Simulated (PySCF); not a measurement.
## Electronic structure of Al$_{2}$H$_{5}$NO$_{4}$ (SMILES [NH2][Al]([OH])[O][Al]([OH])[OH]) in real space

Input

```
{"job": {"kind": "nmr", "xc": "PBE0", "basis": "pcSseg-1"}, "charge": 0, "multiplicity": 1}
O     -1.979107     0.770752     2.089837
Al    -0.340700     0.813954     1.651049
O      0.764164     1.406724     2.796981
O      0.122147     0.287131     0.121413
Al     0.299630    -0.393373    -1.420350
O      0.697016     0.554608    -2.776343
N      0.126315    -2.123822    -1.695970
H     -2.280305     1.059807     2.952530
H      1.709852     1.462422     2.655491
H      0.816181     1.504012    -2.755380
H     -0.132564    -2.810962    -0.999718
H      0.233783    -2.561755    -2.602729
```

Run with:

```sh
OMP_NUM_THREADS=1 python cluster_run.py task.json out
```

Geometry: PBE0-D3(BJ)/def2-SVP.

Level of theory: PySCF, PBE0/pcSseg-1, SCF density, gas phase, non-relativistic.

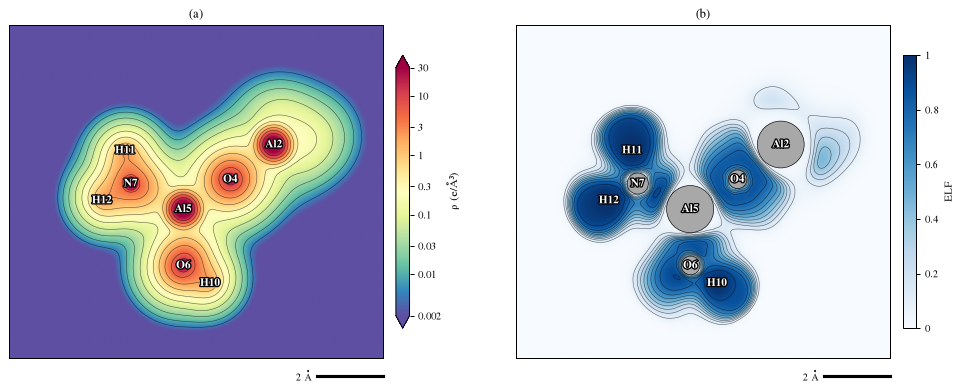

Figure 1. (a) electron density; (b) electron localisation function on the plane of atoms Al5, N7 and H11. Grey discs cover the atomic cores in the ELF map.

Question: What does the map show?

Answer: Atoms in the plane: Al, O, N and H. Al–O (1.68 Å): ρ at the midpoint is about 0.87 e/Å³; the ELF peaks at about 0.85 in the valence shell of O, 0.6 Å from its nucleus, and is about 0.40 at the midpoint. Al–N (1.76 Å): the density is about 0.86 e/Å³ at the midpoint; the ELF peaks at about 0.90 in the valence shell of N, 0.7 Å from its nucleus, and is about 0.65 at the midpoint. O–H (0.96 Å): ρ at the midpoint is about 3.7 e/Å³; the ELF climbs to about 1 towards the hydrogen, as it does in any bond to H; a covalent bond by its length. N–H (1.01 Å): ρ at the midpoint is about 2.8 e/Å³; the ELF climbs to about 1 towards the hydrogen: a covalent bond by its length. The ELF also peaks beside O6 and O4, away from the bonds: lone-pair regions.

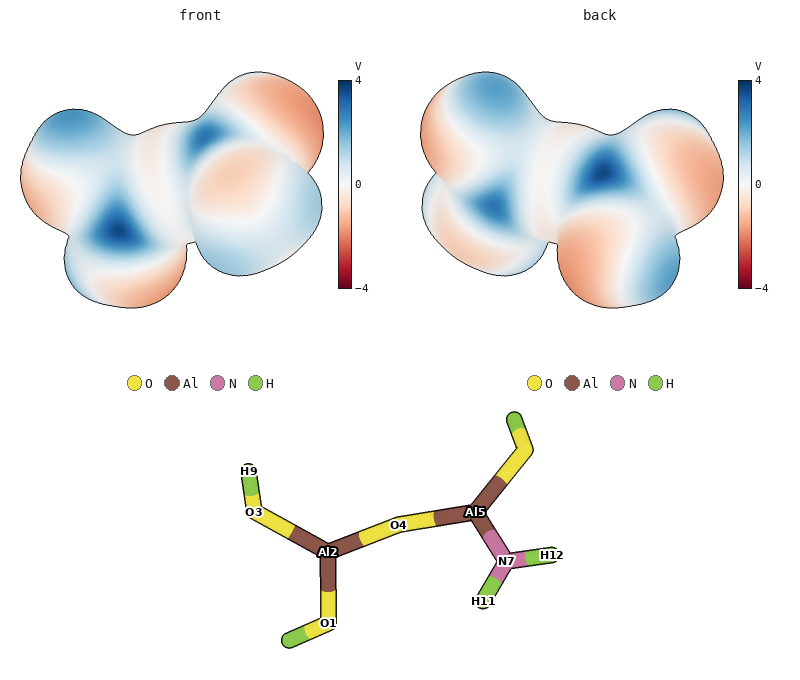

Figure 2. The molecular electrostatic potential painted on the density surface at 0.002 e/bohr³, seen from the front and from behind; red is negative and blue positive. The bare structure is drawn below in the same view.

Question: Where is the surface potential most negative and most positive?

Answer: The most negative region (about −1.8 V) lies over O1 and O6, the most positive (about +3.4 V) over Al2.

Question: What dipole moment does the calculation give?

Answer: Its dipole moment is 1.35 D.
